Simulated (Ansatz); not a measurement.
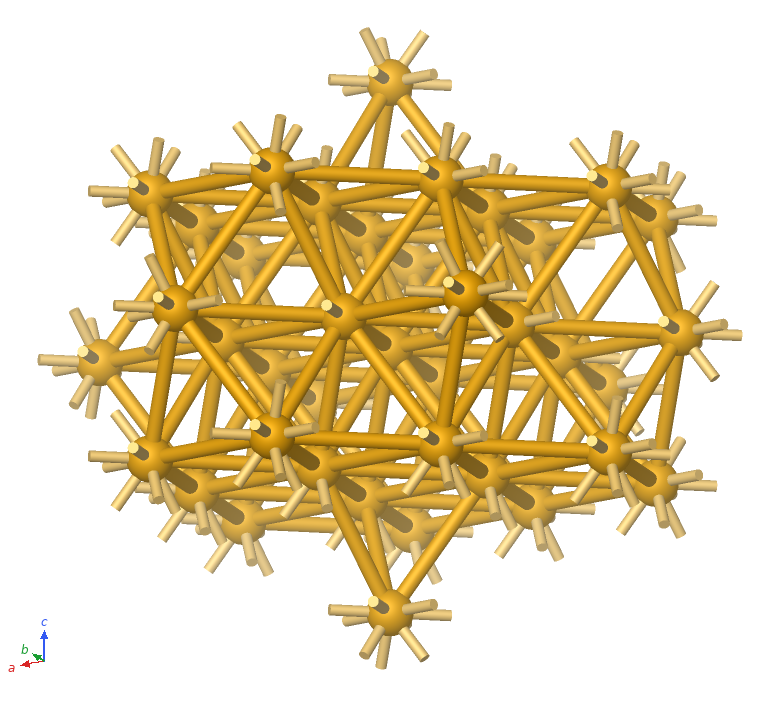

The picture shows a finite piece of the underlying net of a crystal structure, nodes on the atoms' positions. Nodes are coloured by topological kind. Short stubs are edges that leave the cut-out.

Question: What net is this?

Answer: A uninodal 12-connected, three-periodic net. It is the hcp net, known from hexagonal close packing.

Question: Give point symbol and coordination sequence.

Answer: 3^24.4^33.5^9, sequence 12, 44, 96, 170, 264, 380.

The net was derived as follows. Sc (space group P6_3/mmc, No. 194): coordinates from a relaxation at fixed volume with DFT HSE06, scalar-relativistic, plane waves, PAW (Ansatz 0.2.0). Bonds are taken as Sc–Sc below 3.8 Å. Simplification: prune 0- and 1-connected atoms, fold 2-connected ones into links. Sc is a 12-connected node.
